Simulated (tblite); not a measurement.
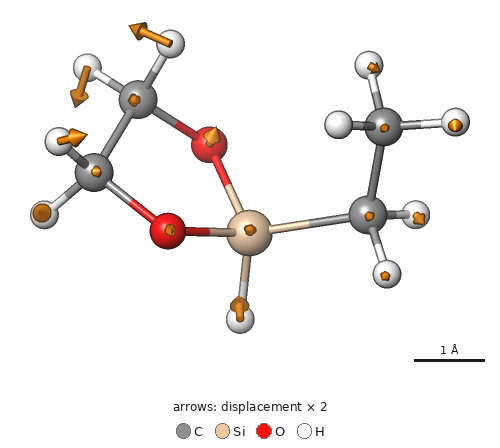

A relaxation of C4H10O2Si. The starting structure is drawn; orange arrows show the displacements, 2 times their true length. The two geometries are superimposed by the best rigid fit.

The picture is a ball-and-stick view, seen at a tilt.

These are results of GFN2-xTB geometry optimisation, gas phase (tblite), not measurements. 

Which element moves most?

Answer. Hydrogen: up to 0.38 Å, against 0.19 Å for oxygen.

What happened in the run?

Answer. Over 61 geometry steps the energy falls by 0.180 eV. The atom that moves furthest after the best rigid fit is an H atom (0.38 Å). Largest moves by element: H 0.38 Å, O 0.19 Å, C 0.10 Å, Si 0.09 Å. Near-neighbour distances that change, for instance: C–Si 1.846 → 1.893 Å, O–Si 1.690 → 1.644 Å, C–O 1.442 → 1.398 Å, H–Si 1.475 → 1.462 Å. Bond angles that change, for instance: Si–O–C 107.1° → 112.2°, C–Si–O 114.4° → 111.5°, Si–O–C 108.3° → 111.1°. Groups turn about C–C by about 20°, C–O by about 20°.
